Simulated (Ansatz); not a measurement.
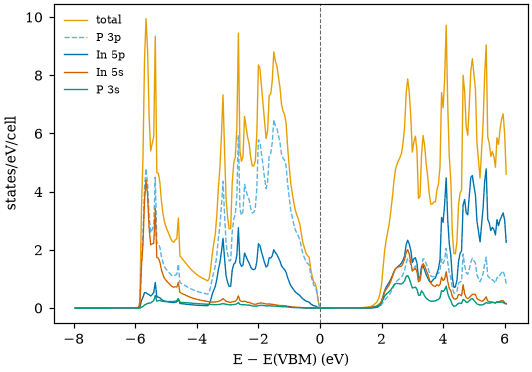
Total and projected density of states of InP in space group P6_3mc (No. 186; In on 2b, P on 2b, In on 2a, P on 2a), the program Ansatz at the r²SCAN level (PAW)

Question: Which orbitals carry the states next to the gap?

Answer: Top 1 eV of the valence band: P 3p 82 %, In 5p 15 %. Bottom 1 eV of the conduction band: In 5s 33 %, P 3s 24 %, In 5p 22 %, P 3p 15 %. Projections are on Löwdin-orthogonalised atomic valence shells; empty p or d shells of many metals are not among them.

Question: Where is the tallest occupied peak in this window, and what makes it?

Answer: Near -5.7 eV, about 9.9 states/eV per cell; the largest projected share is P 3p.

The start of the workflow was typed in or built on a structure type; the Crystallography Open Database copy checked does not list it. It is not the phase usual at ambient conditions (space group No. 216). The r²SCAN relaxation kept the symmetry of its start; whether a distortion lowers the energy is not shown. Spin–orbit coupling is left out wherever it is not named.

Potentials: the later of the program's two PAW sets.
